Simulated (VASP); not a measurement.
Band structure of HgO (space group P3_221). All values below come from PBEsol GGA, VASP's PBE PAW potentials (set 64) (plane waves; VASP).

The path is coarsely sampled, so an indirect gap can come out somewhat too large. Unless said otherwise, spin-orbit coupling is left out, though it shifts the bands of the heavy elements here.

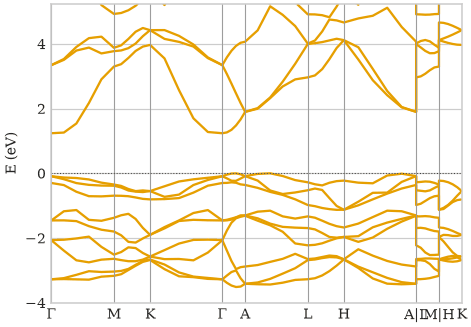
Figure: Bands along high-symmetry lines, zero at the valence-band maximum or, without a gap, the Fermi level

### Question
Read the plot: is there a gap, and where are the band edges?

### Answer
The gap is indirect, 1.24 eV, from the valence maximum at A-L at 0.40 to the conduction minimum at Γ.

The structure comes from a computed database's HgO entry (P3_221); how it stands against other phases isn't given here. The cell was not relaxed at this level.
